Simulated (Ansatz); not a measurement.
# Predicting a hybrid from its neighbours: C2H4O2

C2H4O2 has 8 atoms, charge 0, and is taken as a singlet. As SMILES, `COC=O`. The coordinates come from a PBE0-D4/def2-TZVP relaxation. This is one conformer, not always the lowest.

The electronic atomisation energy y, in eV, basis 6-311+G(d,p); a is the functional's share of exact exchange. Programs: Ansatz 0.2.0.

```
functional  program     a  y (eV)
      BLYP   Ansatz     0   33.83
       PBE   Ansatz     0   34.91
     B3LYP   Ansatz   0.2   33.62
      PBE0   Ansatz  0.25       ?
     BHLYP   Ansatz   0.5   32.13
```

Problem. Fit y = c + s·a to the known rows and predict PBE0.

Solution. 
1. Means of the 4 rows: a = 0.1750, y = 33.623.
2. Σ(Δa)² = 0.1675, Σ(Δa·Δy) = -0.74675, so the slope is -0.74675/0.1675 = -4.4582.
3. Intercept: 33.623 − (-4.4582) × 0.1750 = 34.403. The largest residual of the fit is 0.57.
4. PBE0: 34.403 + (-4.4582) × 0.25 = 33.29 eV.

The run gave 33.84 eV, so the prediction is off by -0.55 eV, within the scatter of the fit. The rows mix families of semi-local functionals, which the line can't see.

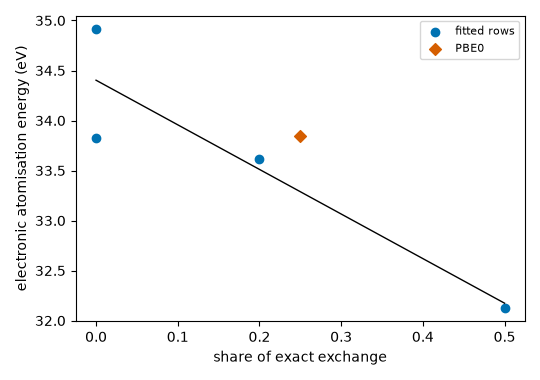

The fitted line, with the withheld row.
